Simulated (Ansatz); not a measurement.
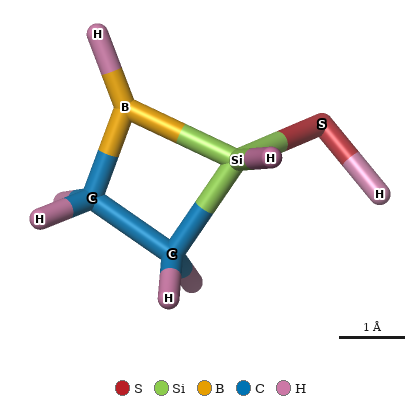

The input geometry (stick view, seen at a tilt).

## Run report: C$_{2}$H$_{7}$BSSi, geometry relaxation (part 1 of 2)

C$_{2}$H$_{7}$BSSi, computed with RKS PBE-D4/def2-SVP (Ansatz 0.2.0).

The geometry: force-field start. Figures and captions count atoms from 1; the log counts them from 0 in places.

Input
```yaml
crystal:
  periodic: [false, false, false]
  atoms:
    - {symbol: S, position_ang: [-0.054300, 2.636500, -0.074100]}
    - {symbol: Si, position_ang: [0.703800, 0.710300, -0.361500]}
    - {symbol: B, position_ang: [0.716100, -0.289400, 1.296900]}
    - {symbol: C, position_ang: [-0.351900, -1.183400, 0.653800]}
    - {symbol: C, position_ang: [-0.585300, -0.535600, -0.715700]}
    - {symbol: H, position_ang: [-0.342200, 2.843400, -1.466100]}
    - {symbol: H, position_ang: [1.944700, 0.610500, -1.184500]}
    - {symbol: H, position_ang: [1.379600, -0.236300, 2.324900]}
    - {symbol: H, position_ang: [-0.094700, -2.234100, 0.599500]}
    - {symbol: H, position_ang: [-1.354200, -1.120500, 1.284100]}
    - {symbol: H, position_ang: [-1.598100, -0.063200, -0.804500]}
    - {symbol: H, position_ang: [-0.286500, -1.193500, -1.518700]}
basis:
  gaussian: {orbitals: def2-SVP}
hamiltonian: {xc: pbe, dispersion: d4}
relax: {f_tol: 0.03, max_steps: 200}
```

Hardware: 4 threads of Arm Neoverse V1, 23 GiB of memory available, shared host.

Launched with:
```bash
ansatz run in.yaml --threads 4 --pin off --events-out ev --progress --plain --max-ram 10444MiB
```

What the program printed
```
Functional definition: PBE
  name "PBE"
  cite "Perdew, Burke & Ernzerhof, Phys. Rev. Lett. 77, 3865 (1996) doi:10.1103/PhysRevLett.77.3865"
  parent pbe
  parameter kappa = 0.804
  parameter beta = 0.06672455060314922
  exchange = pbe_x(kappa = kappa, mu = beta*pi^2/3)
  correlation = pbe_c(beta = beta)
1277 factors; their error is unknown
mean field evaluation 1: about -21544.2683 eV, gradient 6.3e1 eV
mean field evaluation 2: about -21484.8184 eV, gradient 1.5e2 eV
mean field evaluation 4: about -21554.7449 eV, gradient 1.2e1 eV
mean field evaluation 8: about -21555.2317 eV, gradient 1.7e-1 eV
mean field evaluation 16: about -21555.1520 eV, gradient 2.7e-4 eV
mean field -21555.15196332 eV, -792.1372240452 hartree, gradient 5.9e-5 eV, S^2 0.000000; 0 other end points of the search recorded, 0 dependent functions left out
the calculation of the forces begins
reference -21555.15199905 eV, -792.1372253582 hartree; 27, 27 occupied and 86, 86 virtual orbitals, 1277 factors
relax step   1: F+E_penalty+E_count = -21555.46030788 eV  Δ(F+E_penalty+E_count) = +0.000e0 eV  max|allowed force component| = 2.567e0 eV/Å  Δτ_max = 0.0000 Å  (29 SCF iters, accepted)
these checks for a lower state are left out or cut short: starts, cluster_reference, orbital_swaps, neighbouring_geometries, increment
1277 factors; their error is unknown
mean field -21555.68632162 eV, -792.1568613507 hartree, gradient 2.0e-5 eV, S^2 0.000000; 0 other end points of the search recorded, 0 dependent functions left out
[... from here on the field's lines of each further geometry are left out, up to the last ...]
relax step   2: F+E_penalty+E_count = -21555.98354185 eV  Δ(F+E_penalty+E_count) = -5.232e-1 eV  max|allowed force component| = 8.629e-1 eV/Å  Δτ_max = 0.1943 Å  (28 SCF iters, accepted)
relax step   3: F+E_penalty+E_count = -21556.05211454 eV  Δ(F+E_penalty+E_count) = -6.857e-2 eV  max|allowed force component| = 2.832e-1 eV/Å  Δτ_max = 0.1070 Å  (29 SCF iters, accepted)
relax step   4: F+E_penalty+E_count = -21556.06951413 eV  Δ(F+E_penalty+E_count) = -1.740e-2 eV  max|allowed force component| = 7.584e-2 eV/Å  Δτ_max = 0.0525 Å  (28 SCF iters, accepted)
relax step   5: F+E_penalty+E_count = -21556.07090426 eV  Δ(F+E_penalty+E_count) = -1.390e-3 eV  max|allowed force component| = 3.097e-2 eV/Å  Δτ_max = 0.0091 Å  (30 SCF iters, accepted)
relax step   6: F+E_penalty+E_count = -21556.07200208 eV  Δ(F+E_penalty+E_count) = -1.098e-3 eV  max|allowed force component| = 2.776e-2 eV/Å  Δτ_max = 0.0362 Å  (29 SCF iters, accepted)
relax step   7: F+E_penalty+E_count = -21556.07216470 eV  Δ(F+E_penalty+E_count) = -1.626e-4 eV  max|allowed force component| = 3.238e-1 eV/Å  Δτ_max = 0.1257 Å  (27 SCF iters, accepted)
relax step   8: F+E_penalty+E_count = -21556.07484260 eV  Δ(F+E_penalty+E_count) = -2.678e-3 eV  max|allowed force component| = 1.344e-1 eV/Å  Δτ_max = 0.0490 Å  (29 SCF iters, accepted)
relax step   9: F+E_penalty+E_count = -21556.09070309 eV  Δ(F+E_penalty+E_count) = -1.586e-2 eV  max|allowed force component| = 5.766e-2 eV/Å  Δτ_max = 0.2000 Å  (28 SCF iters, accepted)
relax step  10: F+E_penalty+E_count = -21556.09499793 eV  Δ(F+E_penalty+E_count) = -4.295e-3 eV  max|allowed force component| = 9.282e-2 eV/Å  Δτ_max = 0.0488 Å  (29 SCF iters, accepted)
relax step  11: F+E_penalty+E_count = -21556.09747797 eV  Δ(F+E_penalty+E_count) = -2.480e-3 eV  max|allowed force component| = 4.697e-1 eV/Å  Δτ_max = 0.1746 Å  (28 SCF iters, accepted)
relax step  12: F+E_penalty+E_count = -21556.10732748 eV  Δ(F+E_penalty+E_count) = -9.850e-3 eV  max|allowed force component| = 2.402e-1 eV/Å  Δτ_max = 0.0349 Å  (30 SCF iters, accepted)
relax step  13: F+E_penalty+E_count = -21556.10942701 eV  Δ(F+E_penalty+E_count) = -2.100e-3 eV  max|allowed force component| = 1.876e-1 eV/Å  Δτ_max = 0.0243 Å  (30 SCF iters, accepted)
relax step  14: F+E_penalty+E_count = -21556.11473292 eV  Δ(F+E_penalty+E_count) = -5.306e-3 eV  max|allowed force component| = 1.160e-1 eV/Å  Δτ_max = 0.1316 Å  (27 SCF iters, accepted)
relax step  15: F+E_penalty+E_count = -21556.11539334 eV  Δ(F+E_penalty+E_count) = -6.604e-4 eV  max|allowed force component| = 1.895e-1 eV/Å  Δτ_max = 0.1294 Å  (28 SCF iters, accepted)
relax step  16: F+E_penalty+E_count = -21556.11825376 eV  Δ(F+E_penalty+E_count) = -2.860e-3 eV  max|allowed force component| = 8.066e-2 eV/Å  Δτ_max = 0.0547 Å  (30 SCF iters, accepted)
relax step  17: F+E_penalty+E_count = -21556.11878334 eV  Δ(F+E_penalty+E_count) = -5.296e-4 eV  max|allowed force component| = 4.085e-2 eV/Å  Δτ_max = 0.0101 Å  (30 SCF iters, accepted)
relax step  18: F+E_penalty+E_count = -21556.11862637 eV  Δ(F+E_penalty+E_count) = +1.570e-4 eV  max|allowed force component| = 8.189e-2 eV/Å  Δτ_max = 0.0260 Å  (30 SCF iters, rejected (line search))
relax step  19: F+E_penalty+E_count = -21556.11928278 eV  Δ(F+E_penalty+E_count) = -4.994e-4 eV  max|allowed force component| = 2.385e-2 eV/Å  Δτ_max = 0.0126 Å  (30 SCF iters, accepted)
relax step  20: F+E_penalty+E_count = -21556.11964389 eV  Δ(F+E_penalty+E_count) = -3.611e-4 eV  max|allowed force component| = 3.288e-2 eV/Å  Δτ_max = 0.0334 Å  (30 SCF iters, accepted)
relax step  21: F+E_penalty+E_count = -21556.11976497 eV  Δ(F+E_penalty+E_count) = -1.211e-4 eV  max|allowed force component| = 3.943e-2 eV/Å  Δτ_max = 0.0136 Å  (30 SCF iters, accepted)
the calculation of the forces begins
reference -21555.81658524 eV, -792.1616484504 hartree; 27, 27 occupied and 86, 86 virtual orbitals, 1277 factors
relax step  22: F+E_penalty+E_count = -21556.11987767 eV  Δ(F+E_penalty+E_count) = -1.127e-4 eV  max|allowed force component| = 1.337e-2 eV/Å  Δτ_max = 0.0073 Å  (30 SCF iters, accepted)
```

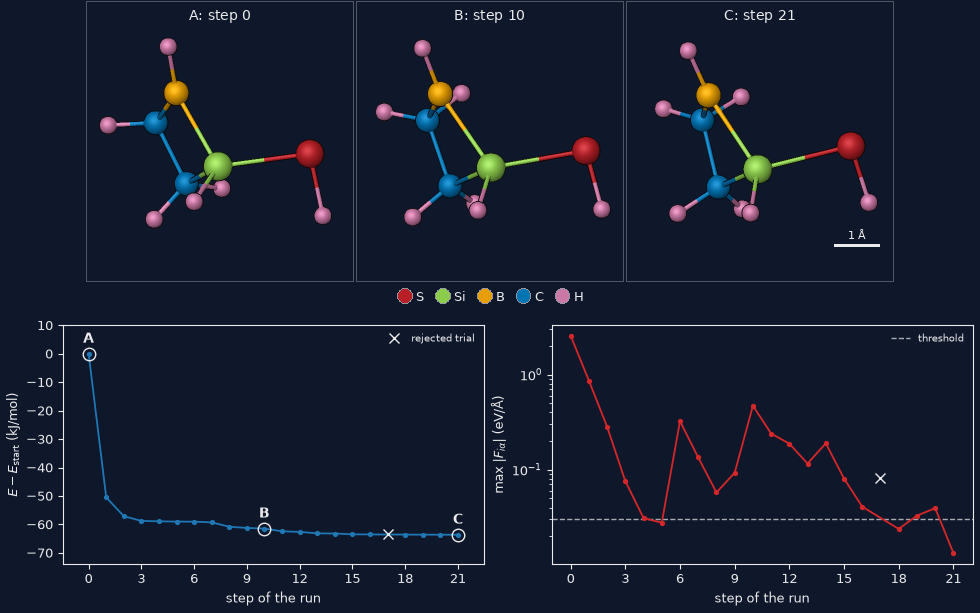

Frames of the relaxation (ball-and-stick view, seen at a tilt) above the curves, on which the letters mark them (the first geometry is step 0 here and step 1 in the log).

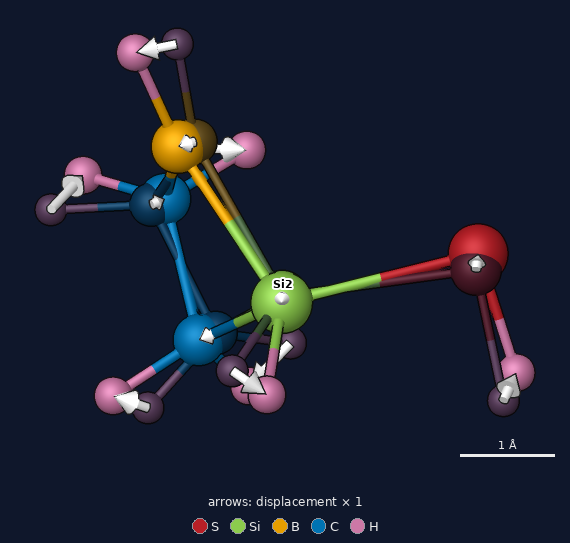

Start (faint) and end (solid) with the displacements as white arrows, at true length (ball-and-stick view, seen at a tilt). The two geometries are laid on each other by the best rigid fit. Over 21 geometry steps the energy falls by 63.6 kJ/mol. Largest force component: 2.6 eV/Å at the start, 0.013 eV/Å at the end. The line search rejected the trial step at point 17 (counted from 0) and went back. The largest move after the best rigid fit is that of H9, 0.77 Å. Largest moves by element: H 0.77 Å, C 0.21 Å, B 0.21 Å, S 0.21 Å, Si 0.13 Å. Among the contacts that change: Si2–C5 1.827 → 1.930 Å, Si2–B3 1.936 → 2.038 Å, S1–Si2 2.090 → 2.177 Å, S1–H6 1.436 → 1.364 Å. Among the angles that change: B3–Si2–H7 115.6° → 128.3°, B3–C4–H10 109.6° → 99.7°, Si2–C5–H11 111.4° → 121.1°. (Atoms are counted from 1 in the order of the input.)

```
1277 factors; their error is unknown
mean field -21555.81654845 eV, -792.1616470984 hartree, gradient 1.9e-5 eV, S^2 0.000000; 1 other end points of the search recorded, 0 dependent functions left out
the calculation of the forces begins
reference -21555.81658524 eV, -792.1616484504 hartree; 27, 27 occupied and 86, 86 virtual orbitals, 1277 factors
Total energy: -21556.11991446 eV, -792.1727955936 hartree
Atom 0 at    -0.150432     2.620691     0.098418 Å, force    -0.004055    -0.005003     0.002725 eV/Å
Atom 1 at     0.805283     0.738693    -0.434447 Å, force    -0.009203    -0.003846     0.007664 eV/Å
Atom 2 at     0.870007    -0.422532     1.239439 Å, force     0.011199    -0.003762    -0.008850 eV/Å
Atom 3 at    -0.469803    -1.067512     0.719310 Å, force    -0.010986    -0.000988     0.013365 eV/Å
Atom 4 at    -0.456238    -0.677191    -0.791894 Å, force     0.008589     0.006720    -0.009417 eV/Å
Atom 5 at    -0.594874     2.891075    -1.162887 Å, force    -0.002126     0.005541    -0.004526 eV/Å
Atom 6 at     1.897690     0.980044    -1.449339 Å, force     0.006651    -0.004279    -0.002437 eV/Å
Atom 7 at     1.531825    -0.665741     2.227214 Å, force    -0.000550     0.002867     0.003660 eV/Å
Atom 8 at    -0.752361    -2.109406     0.987428 Å, force     0.003083     0.000454     0.000419 eV/Å
Atom 9 at    -1.214479    -0.416513     1.255480 Å, force     0.000405    -0.001174    -0.003355 eV/Å
Atom 10 at    -1.438249    -0.464650    -1.259882 Å, force    -0.000840     0.003114     0.001031 eV/Å
Atom 11 at     0.048631    -1.462258    -1.394740 Å, force    -0.002166     0.000355    -0.000278 eV/Å
Dipole moment:    -0.139279    -0.248648    -0.167391 e Å
```

Trajectory as extended XYZ (Å, eV, eV/Å), 18 of the 22 frames kept, from step=1 to step=22
```
12
Properties=species:S:1:pos:R:3:forces:R:3 step=1 energy=-21555.46031
S    -0.0543    2.6365   -0.0741   -0.5842   1.5485  -1.3956
Si    0.7038    0.7103   -0.3615    1.3785   0.9233  -0.3956
B     0.7161   -0.2894    1.2969    1.4154   0.4485   1.5575
C    -0.3519   -1.1834    0.6538   -2.5674  -0.0370   1.3417
C    -0.5853   -0.5356   -0.7157   -1.2690   0.0189  -0.3622
H    -0.3422    2.8434   -1.4661    0.2095  -0.0846   1.3844
H     1.9447    0.6105   -1.1845    0.2648   0.1007  -0.3883
H     1.3796   -0.2363    2.3249   -0.4422  -0.3997   0.0321
H    -0.0947   -2.2341    0.5995    0.0701  -1.0910   0.1826
H    -1.3542   -1.1205    1.2841    1.5098  -0.3527  -0.5980
H    -1.5981   -0.0632   -0.8045    0.3526  -0.5264  -0.3979
H    -0.2865   -1.1935   -1.5187   -0.3378  -0.5486  -0.9608
12
Properties=species:S:1:pos:R:3:forces:R:3 step=2 energy=-21555.98354
S    -0.0060    2.7834   -0.1475   -0.2220   0.3071  -0.4049
Si    0.7056    0.7477   -0.3613    0.7286   0.7857  -0.5253
B     0.7559   -0.3196    1.3183    0.3623   0.2475   0.8629
C    -0.3692   -1.2050    0.6890   -0.7028  -0.2736   0.3747
C    -0.5701   -0.5817   -0.7292   -0.7584  -0.0675   0.0962
H    -0.3371    3.0374   -1.4749    0.2052  -0.2423   0.5418
H     1.9134    0.7056   -1.2741    0.0091   0.0185  -0.0492
H     1.3246   -0.3521    2.4026   -0.1829  -0.1611  -0.1861
H    -0.1503   -2.2905    0.6888    0.0374  -0.2738   0.0367
H    -1.2967   -1.1409    1.3497    0.5046   0.0177  -0.3326
H    -1.5925   -0.1702   -0.8831    0.0996  -0.2386  -0.1452
H    -0.3007   -1.2696   -1.5442   -0.0806  -0.1195  -0.2690
12
Properties=species:S:1:pos:R:3:forces:R:3 step=3 energy=-21556.05211
S     0.0087    2.8382   -0.1243   -0.0042  -0.1869  -0.2632
Si    0.7158    0.7898   -0.3895    0.1530   0.1677   0.2070
B     0.7348   -0.2736    1.3452    0.2677  -0.2832  -0.0779
C    -0.3626   -1.2106    0.6948    0.0598  -0.0308  -0.0694
C    -0.5920   -0.5801   -0.7286   -0.1467  -0.1652   0.0712
H    -0.2574    2.9676   -1.4598   -0.0246   0.1341   0.0845
H     1.9069    0.7593   -1.3346   -0.0988   0.0191   0.0630
H     1.2813   -0.3844    2.4304   -0.1214   0.0908  -0.0713
H    -0.1213   -2.3036    0.7113    0.0494   0.1463  -0.0392
H    -1.2635   -1.1624    1.3467   -0.2095   0.0588   0.0711
H    -1.6304   -0.2267   -0.8944    0.0318   0.0108   0.0051
H    -0.3432   -1.2688   -1.5633    0.0435   0.0386   0.0191
12
Properties=species:S:1:pos:R:3:forces:R:3 step=5 energy=-21556.07090
S    -0.0025    2.8250   -0.1431   -0.0108  -0.0075  -0.0084
Si    0.7235    0.7872   -0.3792    0.0202   0.0203  -0.0242
B     0.7597   -0.3062    1.3364   -0.0103  -0.0123   0.0310
C    -0.3663   -1.2154    0.6991   -0.0023  -0.0054  -0.0239
C    -0.5901   -0.5861   -0.7208   -0.0234  -0.0131   0.0281
H    -0.2696    3.0102   -1.4691    0.0133  -0.0021   0.0153
H     1.8998    0.7629   -1.3328   -0.0088   0.0050   0.0030
H     1.2788   -0.3879    2.4322   -0.0004   0.0013  -0.0212
H    -0.1360   -2.3068    0.7087   -0.0022   0.0031   0.0000
H    -1.2713   -1.1420    1.3537    0.0108   0.0154   0.0024
H    -1.6244   -0.2287   -0.8959    0.0012  -0.0053  -0.0068
H    -0.3246   -1.2676   -1.5552    0.0125   0.0005   0.0049
12
Properties=species:S:1:pos:R:3:forces:R:3 step=6 energy=-21556.07200
S    -0.0213    2.8222   -0.1354    0.0035  -0.0115   0.0069
Si    0.7149    0.7893   -0.3806    0.0177  -0.0008  -0.0258
B     0.7627   -0.3091    1.3325   -0.0278   0.0002   0.0206
C    -0.3689   -1.2154    0.7015    0.0194  -0.0176  -0.0213
C    -0.5903   -0.5938   -0.7216   -0.0252  -0.0003   0.0193
H    -0.2392    3.0295   -1.4660    0.0013   0.0019  -0.0063
H     1.8874    0.7763   -1.3400   -0.0149   0.0120   0.0110
H     1.2900   -0.3930    2.4235    0.0074  -0.0031  -0.0102
H    -0.1486   -2.3086    0.7199   -0.0090  -0.0016  -0.0010
H    -1.2716   -1.1278    1.3576    0.0085   0.0220   0.0036
H    -1.6267   -0.2473   -0.9072    0.0078  -0.0083  -0.0054
H    -0.3114   -1.2777   -1.5500    0.0112   0.0070   0.0086
```
